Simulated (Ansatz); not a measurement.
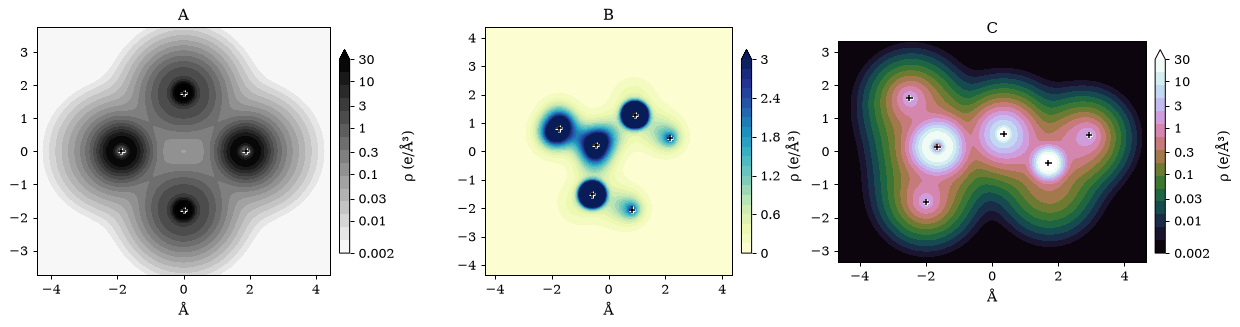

The electron density of 3 systems, each on a plane through atoms (crosses mark nuclei in the plane).

All numbers below come from isolated molecule in a Gaussian basis; Kohn-Sham density functional theory, functional PBE0 in Ansatz 0.2.0.

System 1: H8N2Si2, the plane of atoms N2, Si3 and H7. Geometry: PBE0-D4/def2-SVP.

```yaml
atoms:
  - { symbol: N, position_ang: [-1.1077, 0.9620, -0.6259] }
  - { symbol: N, position_ang: [-0.1044, 0.1012, -0.1005] }
  - { symbol: Si, position_ang: [-0.1155, -0.2476, 1.6094] }
  - { symbol: Si, position_ang: [0.9620, -0.4357, -1.3772] }
  - { symbol: H, position_ang: [-2.0362, 0.5754, -0.4506] }
  - { symbol: H, position_ang: [-1.0599, 1.8787, -0.1791] }
  - { symbol: H, position_ang: [1.0211, -1.1597, 1.9246] }
  - { symbol: H, position_ang: [-1.4130, -0.8848, 2.0071] }
  - { symbol: H, position_ang: [0.0039, 1.0186, 2.4031] }
  - { symbol: H, position_ang: [1.6501, 0.7175, -2.0335] }
  - { symbol: H, position_ang: [0.2164, -1.1948, -2.4270] }
  - { symbol: H, position_ang: [1.9831, -1.3306, -0.7505] }
```

System 2: Cl2H4In2, the plane of atoms Cl1, In4 and Cl2. Geometry: PBE0-D4/def2-SVP; core potentials replace the inner electrons of In.

```yaml
atoms:
  - { symbol: Cl, position_ang: [-1.7554, 0.1607, -0.1964] }
  - { symbol: Cl, position_ang: [1.7552, -0.1610, 0.1984] }
  - { symbol: In, position_ang: [0.1417, 1.8522, 0.2492] }
  - { symbol: In, position_ang: [-0.1417, -1.8522, -0.2494] }
  - { symbol: H, position_ang: [0.3816, 2.6249, -1.2539] }
  - { symbol: H, position_ang: [-0.0100, 2.2315, 1.9065] }
  - { symbol: H, position_ang: [0.0101, -2.2294, -1.9072] }
  - { symbol: H, position_ang: [-0.3815, -2.6267, 1.2527] }
```

System 3: F2H3InOSi, the plane of atoms In3, O4 and Si5. Geometry: PBE0-D4/def2-SVP; core potentials replace the inner electrons of In.

```yaml
atoms:
  - { symbol: F, position_ang: [-2.6275, 0.6413, 2.3079] }
  - { symbol: F, position_ang: [-0.9883, -1.1859, 1.5716] }
  - { symbol: In, position_ang: [-0.5223, 1.9901, -0.7029] }
  - { symbol: O, position_ang: [-0.3142, 1.3600, 1.2171] }
  - { symbol: Si, position_ang: [-1.0484, 0.3082, 2.1894] }
  - { symbol: H, position_ang: [-0.4737, 0.2766, 3.5465] }
  - { symbol: H, position_ang: [0.6646, 3.1755, -1.0251] }
  - { symbol: H, position_ang: [-1.8019, 1.2062, -1.5235] }
```

**Match each panel to its system.**

Panel A is system 2, Cl2H4In2: the plane holds Cl and In. In–Cl (2.58 Å): the density is about 0.35 e/Å³ at the midpoint. Panel B is system 1, H8N2Si2: the plane holds N, Si and H. N–N (1.42 Å): ρ at the midpoint is about 2.1 e/Å³. Panel C is system 3, F2H3InOSi: the plane holds In, O, Si and H. Si–O (1.61 Å): the density is about 1.3 e/Å³ at the midpoint.
